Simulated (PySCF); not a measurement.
# C3H5NSi: NMR shifts at several levels of theory, part 2 of 2

PySCF 2.14.0. Atoms count from 0. Earlier steps stand in the parts before.

## 9. NMR shieldings: LC-wPBE/pcSseg-2

The job: settings as JSON, then the geometry in Å.

```
{"job": {"kind": "nmr", "xc": "LC-wPBE", "basis": "pcSseg-2", "pop": false}, "charge": 0, "multiplicity": 1}
C      2.215474    -0.971579    -0.088157
C      1.408537    -0.059725    -0.112485
Si     0.100404     1.236143    -0.136811
N     -1.499078     0.552933     0.065513
C     -1.765718    -0.671346     0.214667
H      2.938087    -1.768936    -0.066915
H      0.336117     2.196269     0.975057
H      0.136450     1.947575    -1.442758
H     -1.005420    -1.481487     0.233587
H     -2.814407    -1.001104     0.337094
```

Level: GIAO LC-wPBE/pcSseg-2 NMR shielding, non-relativistic, gas phase.

Output:

```text
coarse grid: 9048 points
cycle   1  E = -461.2836790959  dE =  4.161e-01  |g| = 4.890e-01  |ddm| = 2.423e+00
cycle   2  E = -461.2977199078  dE = -1.404e-02  |g| = 4.884e-01  |ddm| = 8.886e-01
cycle   3  E = -461.3433542511  dE = -4.563e-02  |g| = 7.142e-02  |ddm| = 3.732e-01
cycle   4  E = -461.3446379743  dE = -1.284e-03  |g| = 2.675e-02  |ddm| = 9.430e-02
cycle   5  E = -461.3448206068  dE = -1.826e-04  |g| = 5.911e-03  |ddm| = 5.330e-02
cycle   6  E = -461.3448295638  dE = -8.957e-06  |g| = 3.988e-03  |ddm| = 1.218e-02
cycle   7  E = -461.3448339623  dE = -4.399e-06  |g| = 8.768e-04  |ddm| = 4.932e-03
final grid: 83408 points
cycle   8  E = -461.3568988542  dE = -8.686e-05  |g| = 5.744e-03  |ddm| = 5.802e-02
cycle   9  E = -461.3569014334  dE = -2.579e-06  |g| = 4.129e-03  |ddm| = 6.392e-03
cycle  10  E = -461.3569040116  dE = -2.578e-06  |g| = 8.978e-04  |ddm| = 3.728e-03
cycle  11  E = -461.3569041334  dE = -1.218e-07  |g| = 2.874e-04  |ddm| = 8.892e-04
cycle  12  E = -461.3569041779  dE = -4.452e-08  |g| = 5.113e-05  |ddm| = 4.456e-04
cycle  13  E = -461.3569041788  dE = -8.608e-10  |g| = 1.878e-05  |ddm| = 1.095e-04
converged SCF energy = -461.3569041788

GIAO shielding tensors (ppm)
atom      isotropic    diamagn.    paramagn.     s11        s22        s33       span
  0 C       73.444     264.417    -190.974    -15.192     -9.383    244.906    260.098
  1 C       97.132     257.515    -160.383     -4.378      3.156    292.617    296.995
  2 Si     399.265     877.222    -477.957    361.190    392.731    443.873     82.683
  3 N     -148.510     324.229    -472.739   -549.538   -188.224    292.232    841.771
  4 C       -2.003     250.056    -252.059   -109.046    -31.127    134.164    243.210
  5 H       28.976      31.120      -2.145     24.133     24.508     38.286     14.153
  6 H       26.371      29.259      -2.888     23.619     25.216     30.279      6.660
  7 H       26.370      29.262      -2.892     23.616     25.218     30.275      6.660
  8 H       22.588      32.306      -9.718     20.985     21.759     25.019      4.033
  9 H       22.617      28.218      -5.601     21.974     22.436     23.441      1.468
```

It took 41 s on 1 thread of Arm Neoverse V1, shared host; peak memory 0.99 GiB.

Key values: δ C4 190.3, C0 114.9, C1 91.2, Si2 -52.6, H8 8.73, H9 8.70 ppm.

## 10. Nuclear shieldings: PBE0/6-31G

The job, as its differences from that of step 9:

```diff
@@ -1,2 +1,2 @@
-{"job": {"kind": "nmr", "xc": "LC-wPBE", "basis": "pcSseg-2", "pop": false}, "charge": 0, "multiplicity": 1}
+{"job": {"kind": "nmr", "xc": "PBE0", "basis": "6-31G", "pop": true}, "charge": 0, "multiplicity": 1}
 C      2.215474    -0.971579    -0.088157
```

Method: GIAO PBE0/6-31G NMR shielding, non-relativistic, gas phase.

Output:

```text
coarse grid: 9048 points
cycle   1  E = -461.0488245129  dE =  4.856e-01  |g| = 4.027e-01  |ddm| = 3.125e+00
cycle   2  E = -460.9915622502  dE =  5.726e-02  |g| = 6.515e-01  |ddm| = 1.199e+00
cycle   3  E = -461.0909814979  dE = -9.942e-02  |g| = 1.179e-01  |ddm| = 6.824e-01
cycle   4  E = -461.0947224938  dE = -3.741e-03  |g| = 2.643e-02  |ddm| = 1.414e-01
cycle   5  E = -461.0947862163  dE = -6.372e-05  |g| = 2.303e-02  |ddm| = 3.917e-02
cycle   6  E = -461.0949192964  dE = -1.331e-04  |g| = 1.464e-03  |ddm| = 1.904e-02
cycle   7  E = -461.0949200100  dE = -7.136e-07  |g| = 4.511e-04  |ddm| = 2.783e-03
final grid: 83408 points
cycle   8  E = -461.0455448103  dE = -9.757e-06  |g| = 5.227e-03  |ddm| = 1.387e-02
cycle   9  E = -461.0455423975  dE =  2.413e-06  |g| = 6.312e-03  |ddm| = 1.255e-02
cycle  10  E = -461.0455518478  dE = -9.450e-06  |g| = 1.656e-03  |ddm| = 7.298e-03
cycle  11  E = -461.0455525166  dE = -6.687e-07  |g| = 1.546e-04  |ddm| = 1.451e-03
cycle  12  E = -461.0455525214  dE = -4.812e-09  |g| = 9.430e-05  |ddm| = 2.462e-04
cycle  13  E = -461.0455525233  dE = -1.935e-09  |g| = 3.693e-05  |ddm| = 9.750e-05
cycle  14  E = -461.0455525237  dE = -3.633e-10  |g| = 6.131e-06  |ddm| = 3.612e-05
converged SCF energy = -461.0455525237

GIAO shielding tensors (ppm)
atom      isotropic    diamagn.    paramagn.     s11        s22        s33       span
  0 C       99.805     274.624    -174.818     22.287     29.878    247.251    224.965
  1 C      124.969     275.142    -150.172     37.637     47.441    289.830    252.192
  2 Si     472.543     881.427    -408.884    431.045    469.554    517.031     85.986
  3 N     -113.264     331.300    -444.563   -518.037   -124.580    302.826    820.864
  4 C       35.736     255.826    -220.090    -54.159     11.360    150.006    204.165
  5 H       29.789      29.457       0.332     25.466     25.541     38.360     12.894
  6 H       27.172      28.526      -1.355     23.491     25.890     32.135      8.644
  7 H       27.171      28.531      -1.360     23.492     25.891     32.132      8.640
  8 H       23.014      31.545      -8.531     22.553     22.656     23.832      1.278
  9 H       23.263      27.660      -4.397     22.874     23.030     23.885      1.011
```

Wall time 4.5 s (1 thread of Arm Neoverse V1, shared host); peak memory 0.53 GiB.

In short: δ C4 163.8, C0 99.7, C1 74.6, Si2 -27.8, H8 9.60, H9 9.35 ppm.

## 11. Shielding tensors: PBE0/STO-3G

The job, as its differences from that of step 10:

```diff
@@ -1,2 +1,2 @@
-{"job": {"kind": "nmr", "xc": "PBE0", "basis": "6-31G", "pop": true}, "charge": 0, "multiplicity": 1}
+{"job": {"kind": "nmr", "xc": "PBE0", "basis": "STO-3G", "pop": true}, "charge": 0, "multiplicity": 1}
 C      2.215474    -0.971579    -0.088157
```

With the program's defaults for keys left out, this is: GIAO PBE0/STO-3G NMR shielding, non-relativistic, gas phase.

Output:

```text
coarse grid: 9048 points
cycle   1  E = -455.6018707441  dE =  4.308e-01  |g| = 5.076e-01  |ddm| = 4.240e+00
cycle   2  E = -455.4579666405  dE =  1.439e-01  |g| = 8.937e-01  |ddm| = 1.600e+00
cycle   3  E = -455.6857361069  dE = -2.278e-01  |g| = 9.576e-02  |ddm| = 1.019e+00
cycle   4  E = -455.6873356470  dE = -1.600e-03  |g| = 7.027e-02  |ddm| = 1.672e-01
cycle   5  E = -455.6886060943  dE = -1.270e-03  |g| = 1.469e-02  |ddm| = 7.593e-02
cycle   6  E = -455.6886661928  dE = -6.010e-05  |g| = 1.372e-03  |ddm| = 1.673e-02
cycle   7  E = -455.6886668405  dE = -6.476e-07  |g| = 3.475e-04  |ddm| = 2.516e-03
final grid: 83408 points
cycle   8  E = -455.6647993618  dE = -6.291e-06  |g| = 2.356e-03  |ddm| = 1.114e-02
cycle   9  E = -455.6647992646  dE =  9.715e-08  |g| = 2.660e-03  |ddm| = 7.134e-03
cycle  10  E = -455.6648011871  dE = -1.922e-06  |g| = 8.856e-04  |ddm| = 3.893e-03
cycle  11  E = -455.6648014112  dE = -2.241e-07  |g| = 1.335e-04  |ddm| = 1.037e-03
cycle  12  E = -455.6648014150  dE = -3.793e-09  |g| = 6.192e-05  |ddm| = 1.772e-04
cycle  13  E = -455.6648014161  dE = -1.070e-09  |g| = 6.261e-06  |ddm| = 6.689e-05
cycle  14  E = -455.6648014161  dE = -1.216e-11  |g| = 7.275e-07  |ddm| = 1.006e-05
converged SCF energy = -455.6648014161

GIAO shielding tensors (ppm)
atom      isotropic    diamagn.    paramagn.     s11        s22        s33       span
  0 C      150.454     265.970    -115.516     94.763     98.194    258.405    163.642
  1 C      170.932     266.706     -95.774    110.636    112.708    289.452    178.817
  2 Si     569.401     868.261    -298.860    518.382    579.005    610.816     92.434
  3 N       -3.542     313.639    -317.182   -424.457     31.672    382.159    806.616
  4 C      108.618     254.207    -145.589     16.673    122.669    186.511    169.838
  5 H       29.844      31.071      -1.227     24.981     25.111     39.439     14.458
  6 H       29.357      29.988      -0.631     25.435     27.460     35.176      9.741
  7 H       29.358      29.989      -0.631     25.439     27.462     35.173      9.734
  8 H       25.105      33.426      -8.321     23.207     24.945     27.163      3.955
  9 H       24.450      29.095      -4.644     23.886     24.447     25.019      1.133
```

Run time: 2.4 s. Hardware: 1 thread of Arm Neoverse V1, shared host; peak memory 0.53 GiB.

In short: δ C4 126.1, C0 84.2, C1 63.8, Si2 -51.8, H9 8.15, H8 7.50 ppm.

## 12. Side by side: NMR shifts

Shifts (ppm) of some atoms, chosen among heavy atoms and hydrogens apart, means over like atoms, with basis size and wall time:

| run | C4 | C0 | C1 | H8 | H6 | Si2 | N3 | functions | time |
| --- | --- | --- | --- | --- | --- | --- | --- | --- | --- |
| PBE0/pcSseg-2 | 183.2 | 108.1 | 85.7 | 8.88 | 5.13 | -57.0 | 409.1 | 257 | 24 s |
| mPW1PW91/pcSseg-2 | 183.0 | 107.8 | 85.5 | 8.85 | 5.09 | -57.3 | 408.4 | 257 | 24 s |
| WP04/pcSseg-2 | 179.2 | 98.8 | 79.1 | 8.47 | 4.43 | -63.1 | 393.5 | 257 | 25 s |
| B97-2/pcSseg-2 | 178.8 | 104.2 | 82.7 | 8.83 | 5.02 | -57.7 | 395.9 | 257 | 24 s |
| BHandHLYP/pcSseg-2 | 181.0 | 108.1 | 85.6 | 8.62 | 4.87 | -58.8 | 413.0 | 257 | 23 s |
| CAM-B3LYP/pcSseg-2 | 184.6 | 108.8 | 87.4 | 8.77 | 5.01 | -60.1 | 419.7 | 257 | 32 s |
| wB97X-D/pcSseg-2 | 184.0 | 109.0 | 86.1 | 8.79 | 5.02 | -57.0 | 409.9 | 257 | 32 s |
| LC-wPBE/pcSseg-2 | 190.3 | 114.9 | 91.2 | 8.73 | 4.95 | -52.6 | 412.6 | 257 | 41 s |
| PBE0/6-31G | 163.8 | 99.7 | 74.6 | 9.60 | 5.44 | -27.8 | 374.0 | 59 | 4.5 s |
| PBE0/STO-3G | 126.1 | 84.2 | 63.8 | 7.50 | 3.25 | -51.8 | 298.3 | 34 | 2.4 s |

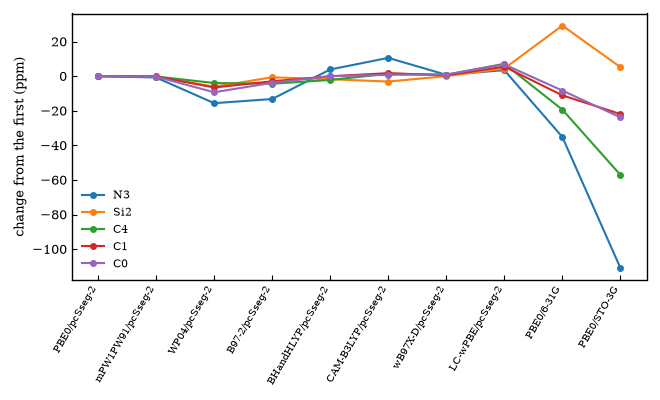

How five of the tabulated atoms move from run to run.

## 13. Summary of results

This closing draws on all 2 parts.

| quantity | value |
| --- | --- |
| ¹³C shifts against TMS (PBE0/pcSseg-2) | 183.2, 108.1, 85.7 ppm |
| ¹H shifts against TMS (PBE0/pcSseg-2, means over atoms taken as alike) | 8.88, 8.79, 5.13, 2.37 ppm |
| ²⁹Si shifts against TMS (PBE0/pcSseg-2) | -57.0 ppm |
| ¹⁵N shifts against NH3 (PBE0/pcSseg-2) | 409.1 ppm |
| range of the shift of N3 (minimal bases aside) | 374.0 to 419.7 ppm |
| property runs in this session | 10, of which 0 failed and 1 gave unsound results |

What this shows: Single values in the summary come from the first sound run of each kind (PBE0/pcSseg-2), which need not be the best level. At PBE0/pcSseg-2: The widest tensor belongs to N3: span 820 ppm, with a paramagnetic part of -472 ppm. Leaving out the minimal-basis runs, which are unusable for shieldings: Across the 9 runs the shift of N3 moves most, between 374.0 (PBE0/6-31G) and 419.7 ppm (CAM-B3LYP/pcSseg-2).
